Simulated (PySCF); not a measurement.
# BOF (fluoro(oxo)borane) at r2SCAN/cc-pVTZ

Aim: the energy change on altering one bond length of BOF (fluoro(oxo)borane) at r2SCAN/cc-pVTZ, from 2 runs. Input form: a Python script.

Program for the calculation: PySCF 2.14.0.

4 further runs of the same task are left out: 1 that didn't finish, 3 set aside as unsound or not needed. Runs told in other sessions of the task aren't counted.

## 1. The system as given

The species is BOF (3 atoms), meant as a singlet with charge 0. SMILES: `O=BF`. Geometry: relaxed at PBE0-D4/def2-TZVP.

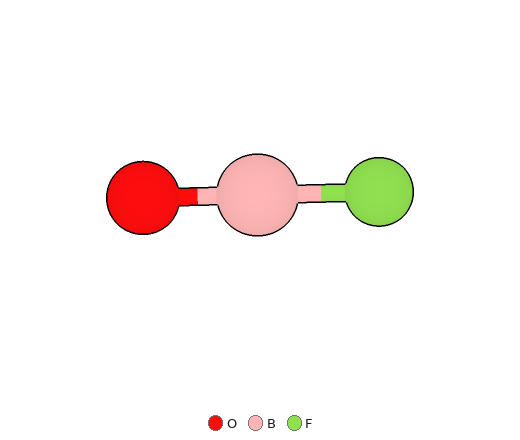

Viewed from a chosen angle; oxygen red, boron pink, fluorine green.

## 2. A single-point energy at r2SCAN/cc-pVTZ

mol.xyz reads:

```xyz
3
BFO
O      0.983100    -0.565100     0.479900
B      0.020300    -0.011600     0.009900
F     -1.003400     0.576800    -0.489800
```

job.py reads:

```python
from pyscf import gto, dft

mol = gto.M(
    atom='mol.xyz',
    verbose=4,
    max_memory=1860,
    basis='cc-pvtz',
    spin=0,
)

ks = dft.RKS(mol, xc='r2scan')
ks.conv_tol = 1e-10
ks.grids.level = 5
ks.kernel()
if not ks.converged:
    ks = ks.newton().run(ks.mo_coeff, ks.mo_occ)

e_final = ks.e_tot
print('E = %.10f Eh' % e_final)
```

Run with:

```bash
$ OMP_NUM_THREADS=1 python job.py
```

Output:

```text
PySCF version 2.14.0

[INPUT] num. atoms = 3
[INPUT] num. electrons = 22
[INPUT] charge = 0
[INPUT] spin (= nelec alpha-beta = 2S) = 0
[INPUT] symmetry False subgroup None
[INPUT] Mole.unit = angstrom
[INPUT] Symbol           X                Y                Z      unit          X                Y                Z       unit  Magmom
[INPUT]  1 O      0.983100000000  -0.565100000000   0.479900000000 AA    1.857789753060  -1.067884232992   0.906879567179 Bohr   0.0
[INPUT]  2 B      0.020300000000  -0.011600000000   0.009900000000 AA    0.038361440329  -0.021920823045   0.018708288633 Bohr   0.0
[INPUT]  3 F     -1.003400000000   0.576800000000  -0.489800000000 AA   -1.896151193389   1.089994028649  -0.925587855812 Bohr   0.0

nuclear repulsion = 51.4389501540037
number of shells = 27
number of NR pGTOs = 126
number of NR cGTOs = 90
basis = cc-pvtz
ecp = {}

******** <class 'pyscf.dft.rks.RKS'> ********
method = RKS
initial guess = minao
damping factor = 0
level_shift factor = 0
DIIS = <class 'pyscf.scf.diis.CDIIS'>
diis_start_cycle = 1
diis_space = 8
diis_damp = 0
SCF conv_tol = 1e-10
SCF conv_tol_grad = None
SCF max_cycles = 50
direct_scf = True
direct_scf_tol = 1e-13
XC library pyscf.dft.libxc version 7.0.0
    S. Lehtola, C. Steigemann, M. J.T. Oliveira, and M. A.L. Marques.,  SoftwareX 7, 1–5 (2018)
XC functionals = r2scan
    J. W. Furness, A. D. Kaplan, J. Ning, J. P. Perdew, and J. Sun.,  J. Phys. Chem. Lett. 11, 8208-8215 (2020)
    J. W. Furness, A. D. Kaplan, J. Ning, J. P. Perdew, and J. Sun.,  J. Phys. Chem. Lett. 11, 9248-9248 (2020)
    J. W. Furness, A. D. Kaplan, J. Ning, J. P. Perdew, and J. Sun.,  J. Phys. Chem. Lett. 11, 8208-8215 (2020)
    J. W. Furness, A. D. Kaplan, J. Ning, J. P. Perdew, and J. Sun.,  J. Phys. Chem. Lett. 11, 9248-9248 (2020)
radial grids:
    Treutler-Ahlrichs [JCP 102, 346 (1995); DOI:10.1063/1.469408] (M4) radial grids

becke partition: Becke, JCP 88, 2547 (1988); DOI:10.1063/1.454033
pruning grids: <function nwchem_prune>
grids dens level: 5
symmetrized grids: False
atomic radii adjust function: <function treutler_atomic_radii_adjust>
small_rho_cutoff = 0
Set gradient conv threshold to 1e-05
Initial guess from minao.
tot grids = 130016
init E= -200.245624819901
  HOMO = -0.463939666856859  LUMO = -0.052225326138359  gap/eV = 11.20332
cycle= 1 E= -199.820860850024  delta_E= 0.425  |g|= 0.959  |ddm|= 1.64
  HOMO = -0.172450722089576  LUMO = 0.00836629221218033  gap/eV = 4.92028
cycle= 2 E= -198.636099898708  delta_E= 1.18  |g|= 2.49  |ddm|= 1.36
  HOMO = -0.332763219490173  LUMO = 0.000637867889526689  gap/eV = 9.07231
cycle= 3 E= -199.961165580752  delta_E= -1.33  |g|= 0.393  |ddm|= 1.14
  HOMO = -0.323905695422482  LUMO = -0.0146124808307722  gap/eV = 8.41630
cycle= 4 E= -199.985140971723  delta_E= -0.024  |g|= 0.154  |ddm|= 0.19
  HOMO = -0.328973381313991  LUMO = -0.0186628156745918  gap/eV = 8.44398
cycle= 5 E= -199.988217927221  delta_E= -0.00308  |g|= 0.0265  |ddm|= 0.0574
  HOMO = -0.326785033251944  LUMO = -0.0159446395208871  gap/eV = 8.45840
cycle= 6 E= -199.988357982138  delta_E= -0.00014  |g|= 0.00764  |ddm|= 0.0142
  HOMO = -0.328038354516054  LUMO = -0.0162808806589574  gap/eV = 8.48335
cycle= 7 E= -199.988369176218  delta_E= -1.12e-05  |g|= 0.000722  |ddm|= 0.00356
  HOMO = -0.32807696995472  LUMO = -0.0162871909985949  gap/eV = 8.48423
cycle= 8 E= -199.988369256347  delta_E= -8.01e-08  |g|= 8.55e-05  |ddm|= 0.000283
  HOMO = -0.328081080824672  LUMO = -0.0162849565437675  gap/eV = 8.48440
cycle= 9 E= -199.988369257649  delta_E= -1.3e-09  |g|= 1.14e-05  |ddm|= 3.4e-05
  HOMO = -0.328081754454946  LUMO = -0.0162844847154826  gap/eV = 8.48444
cycle= 10 E= -199.988369257667  delta_E= -1.85e-11  |g|= 9.27e-07  |ddm|= 5.05e-06
  HOMO = -0.328081938099619  LUMO = -0.0162845614219602  gap/eV = 8.48444
Extra cycle  E= -199.988369257667  delta_E= 2.27e-13  |g|= 8.2e-07  |ddm|= 8.55e-07
converged SCF energy = -199.988369257667
E = -199.9883692577 Eh
```

Run time: 15 s. Hardware: 1 thread of Arm Neoverse V2, shared host; peak memory 0.46 GiB.

## 3. The distorted shape at the same level

input.py reads:

```python
from pyscf import gto, dft

molecule = gto.Mole()
molecule.atom = 'O 2.138439 -1.229288 1.043890; B 0.020300 -0.011600 0.009900; F -1.003400 0.576800 -0.489800'
molecule.verbose = 4
molecule.max_memory = 1860
molecule.basis = 'cc-pvtz'
molecule.spin = 0
molecule.build()

myscf = dft.RKS(molecule, xc='r2scan')
myscf.grids.level = 5
myscf.conv_tol = 1e-10
myscf.kernel()
if not myscf.converged:
    myscf = myscf.newton().run(myscf.mo_coeff, myscf.mo_occ)

energy = myscf.e_tot
print('Final energy', energy)
```

Run with:

```bash
$ OMP_NUM_THREADS=1 python input.py
```

Output:

```text
PySCF version 2.14.0

[INPUT] num. atoms = 3
[INPUT] num. electrons = 22
[INPUT] charge = 0
[INPUT] spin (= nelec alpha-beta = 2S) = 0
[INPUT] symmetry False subgroup None
[INPUT] Mole.unit = angstrom
[INPUT] Symbol           X                Y                Z      unit          X                Y                Z       unit  Magmom
[INPUT]  1 O      2.138439000000  -1.229288000000   1.043890000000 AA    4.041064044089  -2.323017648214   1.972666204172 Bohr   0.0
[INPUT]  2 B      0.020300000000  -0.011600000000   0.009900000000 AA    0.038361440329  -0.021920823045   0.018708288633 Bohr   0.0
[INPUT]  3 F     -1.003400000000   0.576800000000  -0.489800000000 AA   -1.896151193389   1.089994028649  -0.925587855812 Bohr   0.0

nuclear repulsion = 36.2336101142087
number of shells = 27
number of NR pGTOs = 126
number of NR cGTOs = 90
basis = cc-pvtz
ecp = {}

******** <class 'pyscf.dft.rks.RKS'> ********
method = RKS
initial guess = minao
damping factor = 0
level_shift factor = 0
DIIS = <class 'pyscf.scf.diis.CDIIS'>
diis_start_cycle = 1
diis_space = 8
diis_damp = 0
SCF conv_tol = 1e-10
SCF conv_tol_grad = None
SCF max_cycles = 50
direct_scf = True
direct_scf_tol = 1e-13
XC library pyscf.dft.libxc version 7.0.0
    S. Lehtola, C. Steigemann, M. J.T. Oliveira, and M. A.L. Marques.,  SoftwareX 7, 1–5 (2018)
XC functionals = r2scan
    J. W. Furness, A. D. Kaplan, J. Ning, J. P. Perdew, and J. Sun.,  J. Phys. Chem. Lett. 11, 8208-8215 (2020)
    J. W. Furness, A. D. Kaplan, J. Ning, J. P. Perdew, and J. Sun.,  J. Phys. Chem. Lett. 11, 9248-9248 (2020)
    J. W. Furness, A. D. Kaplan, J. Ning, J. P. Perdew, and J. Sun.,  J. Phys. Chem. Lett. 11, 8208-8215 (2020)
    J. W. Furness, A. D. Kaplan, J. Ning, J. P. Perdew, and J. Sun.,  J. Phys. Chem. Lett. 11, 9248-9248 (2020)
radial grids:
    Treutler-Ahlrichs [JCP 102, 346 (1995); DOI:10.1063/1.469408] (M4) radial grids

becke partition: Becke, JCP 88, 2547 (1988); DOI:10.1063/1.454033
pruning grids: <function nwchem_prune>
grids dens level: 5
symmetrized grids: False
atomic radii adjust function: <function treutler_atomic_radii_adjust>
small_rho_cutoff = 0
Set gradient conv threshold to 1e-05
[... 1 set-up line as earlier in the session ...]
tot grids = 130016
init E= -199.688771888974
  HOMO = -0.343234432488532  LUMO = -0.244511857311274  gap/eV = 2.68638
cycle= 1 E= -198.722261357003  delta_E= 0.967  |g|= 1.56  |ddm|= 1.46
  HOMO = -0.137426528677146  LUMO = -0.0776895102324442  gap/eV = 1.62553
cycle= 2 E= -185.806735794159  delta_E= 12.9  |g|=  5.5  |ddm|= 3.36
  HOMO = -0.19812360530397  LUMO = 0.00981647530710994  gap/eV = 5.65834
cycle= 3 E= -192.024398459667  delta_E= -6.22  |g|= 2.88  |ddm|= 1.96
  HOMO = -0.328890972128158  LUMO = -0.202230091844223  gap/eV = 3.44662
cycle= 4 E= -198.660691661916  delta_E= -6.64  |g|= 1.58  |ddm|= 2.74
  HOMO = -0.295086053953221  LUMO = -0.204985864703511  gap/eV = 2.45175
cycle= 5 E= -198.910211240071  delta_E= -0.25  |g|= 1.33  |ddm|= 0.239
  HOMO = -0.316318465350404  LUMO = -0.275221417000202  gap/eV = 1.11831
cycle= 6 E= -199.202279364643  delta_E= -0.292  |g|= 1.27  |ddm|= 0.38
  HOMO = -0.353738135900106  LUMO = -0.26193531657572  gap/eV = 2.49808
cycle= 7 E= -198.644151720918  delta_E= 0.558  |g|= 1.73  |ddm|= 0.439
  HOMO = -0.241649310848677  LUMO = -0.236679040679462  gap/eV = 0.13525
cycle= 8 E= -199.538839638043  delta_E= -0.895  |g|= 0.577  |ddm|= 0.797
  HOMO = -0.275206260539163  LUMO = -0.258202025184985  gap/eV = 0.46271
cycle= 9 E= -199.491024387042  delta_E= 0.0478  |g|= 0.678  |ddm|= 0.155
  HOMO = -0.262415820885206  LUMO = -0.250611236594366  gap/eV = 0.32122
cycle= 10 E= -199.578039529143  delta_E= -0.087  |g|= 0.413  |ddm|= 0.166
  HOMO = -0.218726045186421  LUMO = -0.214601933675676  gap/eV = 0.11222
cycle= 11 E= -199.631342718676  delta_E= -0.0533  |g|= 0.0778  |ddm|= 0.347
  HOMO = -0.226541972700235  LUMO = -0.219667265515083  gap/eV = 0.18707
cycle= 12 E= -199.632975511611  delta_E= -0.00163  |g|= 0.0232  |ddm|= 0.0427
  HOMO = -0.22845356868374  LUMO = -0.220828600848768  gap/eV = 0.20749
cycle= 13 E= -199.633150541663  delta_E= -0.000175  |g|= 0.00602  |ddm|= 0.027
  HOMO = -0.22901737043049  LUMO = -0.221187913978296  gap/eV = 0.21305
cycle= 14 E= -199.633159549997  delta_E= -9.01e-06  |g|= 0.0031  |ddm|= 0.0264
  HOMO = -0.229133855554189  LUMO = -0.221252915876311  gap/eV = 0.21445
cycle= 15 E= -199.633163433969  delta_E= -3.88e-06  |g|= 0.000982  |ddm|= 0.0139
  HOMO = -0.229036845753154  LUMO = -0.221182048491477  gap/eV = 0.21374
cycle= 16 E= -199.633163784854  delta_E= -3.51e-07  |g|= 0.000124  |ddm|= 0.00103
  HOMO = -0.229045331542425  LUMO = -0.221189079688858  gap/eV = 0.21378
cycle= 17 E= -199.633163789719  delta_E= -4.87e-09  |g|= 2.64e-05  |ddm|= 9.18e-05
  HOMO = -0.229046508783217  LUMO = -0.221189568111483  gap/eV = 0.21380
cycle= 18 E= -199.633163790009  delta_E= -2.9e-10  |g|= 3.25e-06  |ddm|= 2.8e-05
  HOMO = -0.229046879428661  LUMO = -0.221189913117979  gap/eV = 0.21380
cycle= 19 E= -199.63316379001  delta_E= -1.28e-12  |g|= 2.38e-06  |ddm|= 1.45e-05
  HOMO = -0.229046022715291  LUMO = -0.221189312737494  gap/eV = 0.21379
Extra cycle  E= -199.633163789982  delta_E= 2.82e-11  |g|= 8.97e-06  |ddm|= 2.44e-05
converged SCF energy = -199.633163789982
Final energy -199.63316378998218
```

Run time: 25 s. Hardware: 1 thread of Arm Neoverse V2, shared host; peak memory 0.46 GiB.

## 4. What came out

At r2SCAN/cc-pVTZ:

```
                                                         quantity          value
                                        first shape: total energy  -199.98837 Eh
                                       first shape: dipole moment         2.11 D
                                         first shape: HOMO energy       -8.93 eV
                                         first shape: LUMO energy       -0.44 eV
                                       first shape: HOMO–LUMO gap        8.48 eV
                                    distorted shape: total energy  -199.63316 Eh
                                   distorted shape: dipole moment         4.26 D
                                     distorted shape: HOMO energy       -6.23 eV
                                     distorted shape: LUMO energy       -6.02 eV
                                   distorted shape: HOMO–LUMO gap        0.21 eV
energy change with the O1–B2 bond stretched from 1.206 to 2.653 Å       9.666 eV
```

What this shows: With the O1–B2 bond stretched from 1.206 to 2.653 Å the energy rises by 9.67 eV (933 kJ/mol). The first shape isn't relaxed at this level, so the change isn't measured from a minimum. A restricted reference can't describe the breaking bond well at this length. Mulliken charges (first shape) run from -0.21 on O1 to +0.36 on B2; they depend strongly on the basis. Mulliken charges (distorted shape) run from -0.27 on O1 to +0.29 on B2; they depend strongly on the basis.
